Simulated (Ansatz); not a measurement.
## Electronic structure of F2H4HfN2···HCl in real space

Input file:

```
crystal:
  periodic: [false, false, false]
  atoms:
    - { symbol: Hf, position_ang: [0.091791, 0.012167, -0.091399] }
    - { symbol: F, position_ang: [0.095172, 0.021856, 1.881591] }
    - { symbol: F, position_ang: [1.881457, 0.078672, -0.803777] }
    - { symbol: "N", position_ang: [-0.841002, 1.685654, -0.783528] }
    - { symbol: H, position_ang: [-1.755465, 1.726879, -1.253069] }
    - { symbol: H, position_ang: [-0.415609, 2.618585, -0.830641] }
    - { symbol: "N", position_ang: [-0.923908, -1.601694, -0.787575] }
    - { symbol: H, position_ang: [-1.781046, -1.96273, -0.353292] }
    - { symbol: H, position_ang: [-0.629637, -2.249653, -1.530939] }
    - { symbol: Cl, position_ang: [-3.125531, -0.288349, 1.755561] }
    - { symbol: H, position_ang: [-1.960422, -0.041388, 2.369669] }
basis:
  gaussian: { orbitals: def2-SVP }
hamiltonian:
  xc: pbe
relax:
  f_tol: 0.03
  max_steps: 50
output:
  orbitals: {}
```

Launched as:

```sh
ansatz run input.yaml --threads 4 --pin off --max-ram 5120MiB --backend cpu --events-out ev --progress --plain --runs-dir out
```

The fields are those of the run's last geometry, not of the input's.

Core potentials replace the inner electrons of Hf.

Level of theory: RKS PBE/def2-SVP in Ansatz 0.2.0.

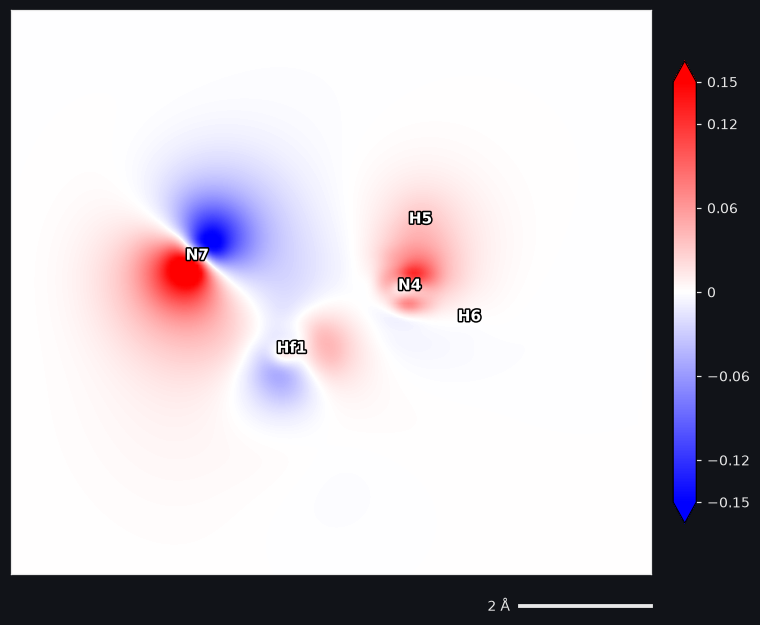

Figure 1. One frontier orbital on the plane of atoms Hf1, N4 and H6 (values in Å⁻³ᐟ²; the overall sign is arbitrary).

Question: Which orbital is it: HOMO or LUMO?

Answer: The HOMO, at −6.10 eV. It lies mainly on N4 (about 70 %) and Hf1 (about 15 %); largely a lone pair of N4.

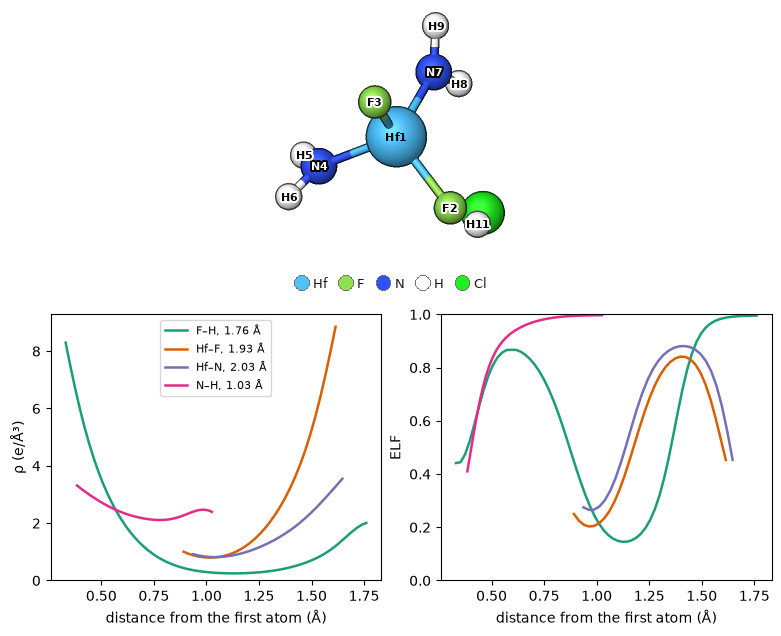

Figure 2. Electron density and electron localisation function along straight lines between neighbouring atoms. The curves leave out the atomic cores. The structure is drawn too.

Question: What can be read from the curves?

Answer: F2···H11 (1.76 Å): the density falls to about 0.25 e/Å³ on the way; the ELF dips to about 0.15 between them.
Hf–F (1.93 Å): the density is about 0.83 e/Å³ at the midpoint; the ELF peaks at about 0.85 in the valence shell of F, 0.5 Å from its nucleus, and drops to about 0.20 between the two atoms.
Hf–N (2.03 Å): the density is about 0.82 e/Å³ at the midpoint; the ELF peaks at about 0.90 in the valence shell of N, 0.6 Å from its nucleus, and is about 0.30 at the midpoint.
N–H (1.03 Å): ρ at the midpoint is about 2.7 e/Å³; the ELF climbs to about 1 towards the hydrogen, as it does in any bond to H (an ordinary covalent bond to hydrogen).

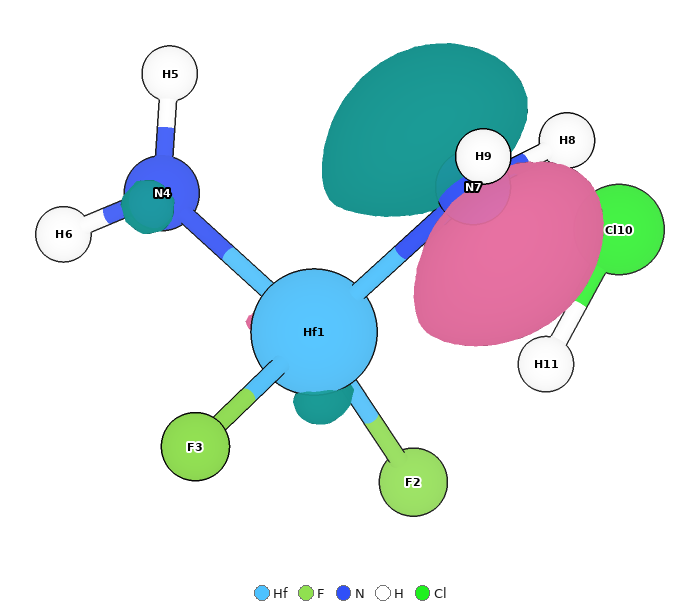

Figure 3. The HOMO−1 at ±0.2 Å⁻³ᐟ² (teal and pink are the two phases), seen from one side.

Question: Where does this orbital lie, and at what energy?

Answer: Its weight (Hirshfeld) is mainly on N7 (about 70 %) and Hf1 (about 15 %); largely a lone pair of N7. Its energy is −6.38 eV.
